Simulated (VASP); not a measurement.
Band structure of Be (hcp). Level of theory: PBE GGA with D3 dispersion (zero damping), VASP's PBE PAW potentials (set 64) (plane waves; VASP).

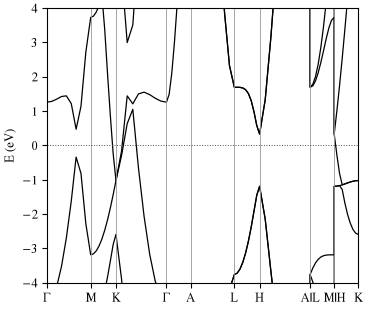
Fig. 1. Bands along high-symmetry lines, zero at the valence-band maximum or, without a gap, the Fermi level

Task: Read the plot: is there a gap, and where are the band edges?

Result: It has no gap at this level: it comes out as a metal or semimetal. (Edges off the drawn lines would not show.)

The compound is Be in the hcp structure. It was relaxed first, which changed the volume by -7 %.
